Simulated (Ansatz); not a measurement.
# Lattice dynamics of BiN (model cell, started as CsCl type)

Aim: the phonons of BiN (model cell, started as CsCl type) at a cell relaxed beforehand at this level. After the zone centre comes a 4×4×4 q mesh on a 16×16×16 k mesh.

Calculated with Ansatz 0.2.0; DFT PBEsol, scalar-relativistic, plane waves, PAW.

The structure was built from a prototype and need not be the compound's stable phase.

## (1) The starting structure

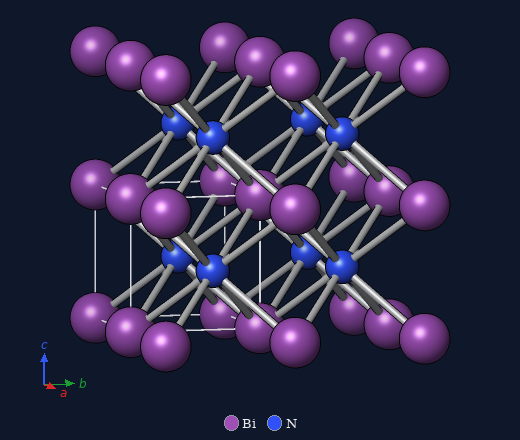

The cell as given, slightly off an axis (bismuth purple, nitrogen blue). 2×2×2 cells are drawn. Some periodic images of atoms are drawn too.

## (2) Zone-centre response

The cell comes from relaxations at this level that are not shown. The zone centre comes first: it holds the modes that light can see, as far as symmetry allows. No field response is asked, since the mesh shows no gap.

File input.yaml:

```yaml
crystal:
  lattice:
    - [3.1375731501, 0.0, 0.0]
    - [0.0, 3.1375731501, 0.0]
    - [0.0, 0.0, 3.1375731501]
  atoms:
    - { symbol: Bi, position: [0.0, 0.0, 0.0] }
    - { symbol: "N", position: [0.5, 0.5, 0.5] }
kpoints:
  mp_grid: { grid: [16, 16, 16] }
hamiltonian:
  xc: pbesol
scf:
  occupations: { method: methfessel_paxton, width: 0.2 }
output:
  eigenvalues: true
phonons:
  method: dfpt
```

Started as:

```bash
ansatz run input.yaml --threads 4 --pin off --max-ram 7168MiB --backend cpu --events-out ev --progress --plain --runs-dir out
```

Numbers of over 12 decimals in the logs are rounded to 6 here.

What it wrote:

```text
Engine: ansatz 0.2.0, aarch64-unknown-linux-gnu
Pseudopotentials: kind: paw
Pseudopotential: Bi, paw, valence charge 15, recommended cutoff 420 eV (normal), Bi.paw.azcp
Pseudopotential: N, paw, valence charge 5, recommended cutoff 420 eV (normal), N.paw.azcp
Functional definition: PBEsol
  exchange = pbesol_x
  correlation = pbesol_c
Crystal: 2 atoms, lattice volume = 30.887 Å³
Basis set: ecut = 420 eV, 619 PW (Γ), exchange–correlation on 48×48×48 points (8 copies of the dense FFT grid, shifted against one another)
Bands: 14, of which v1, the nominal top of the filled ones, is band 10 counted from 1 (9 counted from 0)
Symmetry: 48 space group operations
k-points: 405 of 4096 (irreducible under 8 space group operations, time reversal used)
Non-local potential: Bi, projectors of the file, l = 0: 2, l = 1: 2, l = 2: 2, l = 3: 2
Non-local potential: N, projectors of the file, l = 0: 2, l = 1: 2, l = 2: 1
PAW form: soft (Blöchl's): semilocal exchange-correlation on the pseudo side does not see the compensation charge
PAW frozen core: Bi, regenerated for the run's functional, and the local potential with it (the file was generated under x = pbe(κ = 0.804, μ = 0.219515), c = pbe(β = 0.066725))
PAW frozen core: N, regenerated for the run's functional, and the local potential with it (the file was generated under x = pbe(κ = 0.804, μ = 0.219515), c = pbe(β = 0.066725))
PAW one-centre angular grid: Bi, 590 points (default); XC on 64 Gauss nodes
PAW one-centre angular grid: N, 110 points (default); XC on 64 Gauss nodes
Initial density: superposition of atomic densities (neutral atoms: chi_scale 0, normalization atom), corrected by the library's trained network
Initial wavefunctions: pseudopotential atomic-orbital guess
Functional: x = pbesol(κ = 0.804, μ = 0.123457), c = pbesol(β = 0.046)
SCF iter   1: F=—  HF=-12618.040842 eV  |F-HF|=—  |Δ(HF+E_count)|=         —  Δρ=1.73e-2  dr2=1.23e-1  ethr=1.77e-3  ⟨swp⟩=5.0  Hψ=27796  notcnv=0
preconditioner: auto → none  [metal: Δε(μ)=0.019 eV  Ē_g=19.990 eV  σ=0.200 eV  W_gap=0.08  n_scr=6 (ndim 8)  ℏωp=29.9 eV  f_vac=0.000  D(μ)=0.96/eV (n_scr^D=6)  sad-step TF]
SCF iter   2: F=—  HF=-12618.028037 eV  |F-HF|=—  |Δ(HF+E_count)|=   1.28e-2  S|Δr|=    0.00e0  Δρ=1.25e-2  dr2=6.86e-2  ethr=6.13e-4  ⟨swp⟩=1.0  Hψ=8910  notcnv=0
SCF iter   3: F=—  HF=-12618.014425 eV  |F-HF|=—  |Δ(HF+E_count)|=   1.36e-2  S|Δr|=    0.00e0  Δρ=1.18e-3  dr2=4.28e-4  ethr=3.43e-4  ⟨swp⟩=1.5  Hψ=5922  notcnv=0
SCF iter   4: F=—  HF=-12618.014519 eV  |F-HF|=—  |Δ(HF+E_count)|=   9.38e-5  S|Δr|=    0.00e0  Δρ=2.05e-4  dr2=3.31e-6  ethr=2.14e-6  ⟨swp⟩=2.0  Hψ=6774  notcnv=0
SCF iter   5: F=—  HF=-12618.014536 eV  |F-HF|=—  |Δ(HF+E_count)|=   1.79e-5  S|Δr|=    0.00e0  Δρ=4.62e-5  dr2=7.21e-7  ethr=1.65e-8  ⟨swp⟩=2.0  Hψ=9762  notcnv=0
SCF iter   6: F=—  HF=-12618.014532 eV  |F-HF|=—  |Δ(HF+E_count)|=   4.93e-6  S|Δr|=    0.00e0  Δρ=1.17e-5  dr2=4.01e-8  ethr=3.61e-9  ⟨swp⟩=2.6  Hψ=9492  notcnv=0
SCF iter   7: F=—  HF=-12618.014531 eV  |F-HF|=—  |Δ(HF+E_count)|=   5.72e-9  S|Δr|=    0.00e0  Δρ=2.59e-6  dr2=2.64e-9  ethr=2.01e-10  ⟨swp⟩=2.0  Hψ=6774  notcnv=0
SCF iter   8: F=—  HF=-12618.014531 eV  |F-HF|=—  |Δ(HF+E_count)|=  4.66e-10  S|Δr|=    0.00e0  Δρ=2.33e-7  dr2=1.94e-11  ethr=1.32e-11  ⟨swp⟩=1.9  Hψ=6550  notcnv=0
SCF iter   9: F=-12618.014531 eV  HF=-12618.014531 eV  |F-HF|=0.00e0  |Δ(HF+E_count)|=    0.00e0  S|Δr|=    0.00e0  Δρ=6.45e-8  dr2=1.44e-12  ethr=1.00e-12  ⟨swp⟩=6.0  Hψ=24926  notcnv=0
the search or the solves at the SCF's close seem to have found levels that the self-consistency loop had missed (the run counts 2). By its estimate they hold under 1e-12 electrons; where the run keeps them, the occupations were computed again with them
SCF 1 converged in 9 iterations: F = -12618.014531 eV  dr2 = 1.44e-12
  greatest PAW one-centre occupation: 0.990 electrons in one spin orbital (limit 2), on the Bi atom at site 0 (counted from 0), in its partial waves of l = 2
DFPT response loops at Γ: preconditioner auto → Kerker (q_TF=auto, 2.538 Å⁻¹) (partly filled bands, converged f_vac=0.000); β = 1.00, the filter's whole step (`scf.mixing.beta` (0.50) is not read by the response loops under this deck's `scf.mixing.preconditioner`; to damp them name `kerker` or `kerker_dos`, under which they read `scf.mixing.beta`, and type it under 1.00, their step now; both keys bind the ground state too); Broyden in place of MSR1
SCF converged after 9 iterations
Stability not checked: this state was not tested for a lower state beside it, because cold or Methfessel-Paxton smearing, or corrected tetrahedra, fill the levels in a way that the test cannot read (fill_not_monotonic; see scf.lower_state_search)
Free energy (F): -12618.014531 eV
Harris-Foulkes:  -12618.014531 eV  (|F-HF|=0.00e0)
Internal energy: -12618.012258 eV  (E = F + TS)
E sigma→0 (E₀):  -12618.013963 eV
Entropy (-TS):   -0.002273 eV (-1.137 meV/atom)
Fermi energy:    14.075434 eV
--- Per-component energies (eV) ---
  E_band       = -11.135712
  E_kinetic    = 427.275591
  E_local      = -1299.966552  (includes V_loc(G=0)·N_el)
  E_nonlocal   = 611.031924
  E_hartree    = 388.041801
  E_xc         = -210.196373
  E_vxc        = -220.509027  (∫ρ·V_xc dr)
  E_paw        = -10630.590154  (= ΣΔE_a)
  E_vpaw       = -305.050799  (= ΣTr[D̂ρ^β])
  E_aug_tail   = -0.000452  (compensation charges beyond the density's cutoff)
  E_ewald      = -1903.725895
  E_core_change = 0.117851  (= ΣΔE_core)
  E_smearing   = -0.002273  (= −TS)
  E_closure    = 0.000000  (closes the sum)
  Σ components = -12618.014531   (vs F -12618.014531, Δ=0.00e0)
--- Band table (eV; the first three rows and the last of 405) ---
  k-point 0: bands = [... 6 lower, 5.8742, 12.1076, 12.1076, 12.1076, 21.4127, 21.4127, 21.4127, 21.4204]
  k-point 1: bands = [... 6 lower, 5.7756, 12.0812, 12.1537, 12.1537, 20.4386, 21.3493, 21.3493, 21.4557]
  k-point 2: bands = [... 6 lower, 5.4827, 12.0266, 12.2887, 12.2887, 19.4158, 21.1599, 21.1599, 21.5619]
  k-point 404: bands = [... 6 lower, 6.9238, 11.4893, 11.4893, 11.4893, 12.1666, 12.1666, 12.1666, 27.6492]
--- Phonons (Γ-DFPT): 2 representative perturbations + reference, on 405 of 4096 k-points (Σ response iterations 6) ---
  k mesh reduced under 8 symmetry operations, with k and −k counted as one. Each operation leaves every solved perturbation unchanged. A smaller set is not used because it would not reduce the number of displacements times k-points to solve
  ASR residual: 5.823e-5 → 0.000e0 eV/Å²; symmetrization residual: 1.684e-6 eV/Å²
  ASR residual per site (eV/Å²): 4.47e-6 5.82e-5
  Γ frequencies (cm⁻¹): -249.68 -249.68 -249.68 0.00 0.00 0.00
  non-analytic LO–TO correction: not included (Born effective charges unavailable; polar crystals: no LO–TO splitting at Γ)
```

Elapsed: 12 s, on 4 threads of Arm Neoverse V2, shared host; peak memory 0.82 GiB.

Reading the cycles: dr2 is the Hartree energy of the density residual (eV), the measure of convergence; HF is the Harris–Foulkes estimate of the energy, which meets the free energy F at convergence.

Numbers from this step:

* volume per atom: 15.44 Å³
* gap on the k-mesh: 0 eV
* sum-rule residual before enforcement: 5.82e-5 eV/Å²
* point group: m-3m
* highest optical mode at the zone centre (no LO-TO term): -249.7 cm⁻¹
* lowest optical zone-centre mode: -249.7 cm⁻¹

Patterns of degenerate modes are one choice out of their space. The modes at Γ (shares of kinetic energy by element, %) (negative means imaginary):

```
mode  frequency (cm⁻¹)  symmetry  Bi %  N %
   1            -249.7       T1u     6   94
   2            -249.7       T1u     6   94
   3            -249.7       T1u     6   94
   4               0.0  acoustic    94    6
   5               0.0  acoustic    94    6
   6               0.0  acoustic    94    6
```

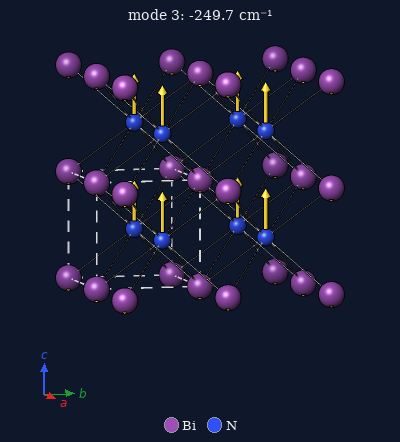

Displacement patterns of mode 3 at Γ; arrows are exaggerated. 2×2×2 cells are drawn. Some periodic images of atoms are drawn too.

Before it was imposed, the acoustic sum rule was missed by 5.8e-5 eV/Å². Small misses are needed for a sound result but don't prove that mesh and cutoff are converged. The lowest optical mode is imaginary, 249.7i cm⁻¹, so the energy falls along it.

[end of part 1 of 2]

[Logs are printed without paths, hosts, clocks, repeated set-up lines and the standing remarks that a program may print on its own settings, such as how far it seeks lower states.]

[Hosts, paths, dates, database ids (printed as entryN), source tags and the programs' standing remarks are cut or masked in the printed files.]
